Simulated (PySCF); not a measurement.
| atom | x (Å) | y (Å) | z (Å) |
| --- | --- | --- | --- |
| C | 3.0491 | 1.3496 | -0.7403 |
| C | 1.6908 | 0.8479 | -0.7527 |
| C | 0.5652 | 0.4360 | -0.7816 |
| C | -0.8004 | -0.0461 | -0.7732 |
| C | -1.5873 | 0.5414 | 0.4153 |
| C | -1.3571 | -0.3866 | 1.6094 |
| O | -1.3703 | -1.7270 | 1.1591 |
| Si | -0.8980 | -1.9176 | -0.3817 |
| F | -2.0760 | -2.6735 | -1.1800 |
| H | 3.6031 | 0.9470 | -1.5881 |
| H | 3.0492 | 2.4378 | -0.8054 |
| H | 3.5499 | 1.0516 | 0.1808 |
| H | -1.2698 | 0.2381 | -1.7184 |
| H | -1.2760 | 1.5596 | 0.6495 |
| H | -2.6508 | 0.5431 | 0.1703 |
| H | -2.1360 | -0.2844 | 2.3683 |
| H | -0.3834 | -0.1852 | 2.0682 |
| H | 0.2890 | -2.7254 | -0.5179 |

Geometry: GFN2-xTB.

Level of theory: PySCF, PBE0/pcSseg-1, SCF density, gas phase, non-relativistic.

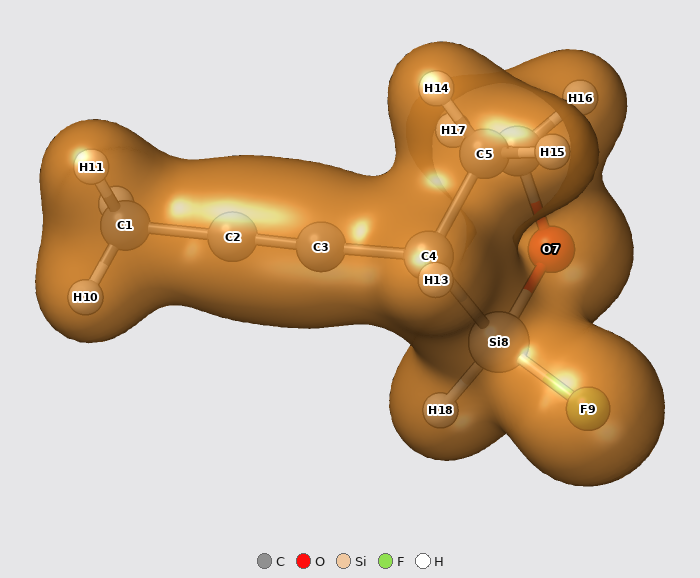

C₆H₉FOSi. Isosurface of the electron density at 0.2 e/Å³ (orange), seen across its widest extent.

How is the density connected at this value?

At this value the surface is in one piece. It bridges the sampled C–C (1.20 Å), C–O (1.41 Å), Si–F (1.61 Å) and Si–O (1.62 Å) contacts, where the density stays above the isovalue. On the grid the lowest density along these lines, outside the cores, is 2.7 e/Å³ (C–C, 1.20 Å), 1.7 e/Å³ (C–O, 1.41 Å), 0.9 e/Å³ (Si–F, 1.61 Å) and 1 e/Å³ (Si–O, 1.62 Å).
